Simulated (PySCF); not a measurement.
**C5H9O2S (SMILES O=S1(=O)C[CH]CCC1) (doublet): density, localisation and related maps**

```xyz
17

O     1.8091   -0.7982   -1.3171
S     1.2897   -0.9827    0.0104
O     2.0524   -1.7957    0.9238
C    -0.5192   -1.5889   -0.0780
C    -1.2417   -0.5545   -0.7518
C    -1.3323    0.7783   -0.1039
C     0.0597    1.4497   -0.0836
C     1.0361    0.6700    0.7664
H    -0.4852   -2.5464   -0.5852
H    -0.7344   -1.7028    0.9817
H    -1.3434   -0.6068   -1.8226
H    -1.6853    0.6838    0.9274
H    -2.0248    1.4208   -0.6484
H     0.4509    1.4987   -1.1015
H    -0.0360    2.4699    0.2989
H     2.0203    1.1305    0.7984
H     0.6769    0.4864    1.7754
```

Geometry: GFN2-xTB.

Level of theory: UKS B3LYP, pcH-1 on C H O S, non-relativistic, mean-field spin-orbit, GIAO in PySCF 2.14.0, density-fitted response routines.

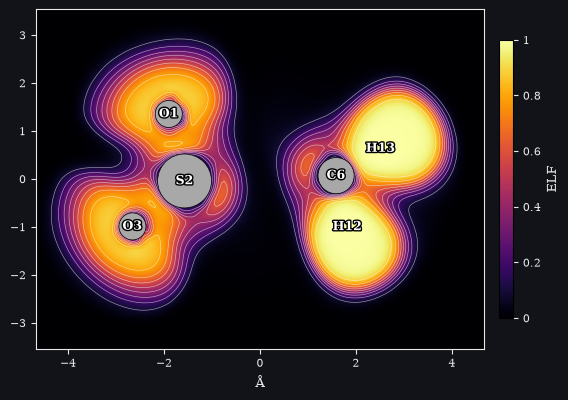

Figure 1. Electron localisation function on the plane of atoms H12, C6 and H13. Grey discs cover the atomic cores.

What do the fields say about this system?

- The plane passes through O, S, C and H nuclei.
- S–O (1.44 Å): the ELF peaks at about 0.80 between the atoms; a polar covalent bond.
- C–H (1.09 Å): the ELF climbs to about 1 towards the hydrogen, as it does in any bond to H: a covalent bond by its length.
- The ELF also peaks beside O3 and O1, away from the bonds: non-bonding electrons, paired or unpaired.

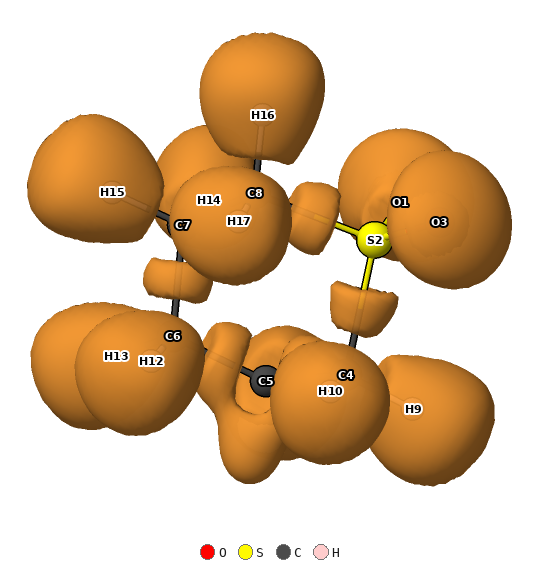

Figure 2. Isosurface of the electron localisation function at 0.75 (orange), seen at a tilt. Core shells and regions of very low density are left out.

Identify the bonds, lone pairs and shells in this picture.

The surface consists of two regions between bonded C–C atoms (shared pairs), two regions between bonded C–S atoms (shared pairs), nine regions around hydrogen nuclei and two regions on O in which the atom's valence shell and bonds are merged. Profiles from the grid: C–C (1.43 Å): the ELF peaks at about 0.95 between the atoms; a covalent bond.

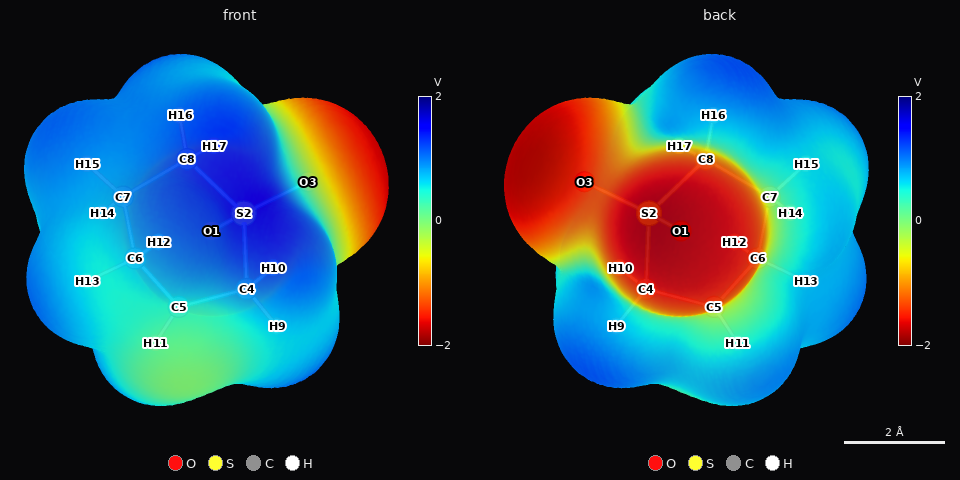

Figure 3. The electrostatic potential painted on the density surface at 0.002 e/bohr³, seen from the front and from behind; the colour scale runs from red (negative) to blue (positive).

Describe the electrostatic potential map.

The most negative region (about −1.8 V) lies over O1 and O3, the most positive (about +1.5 V) over S2, H10 and H17.
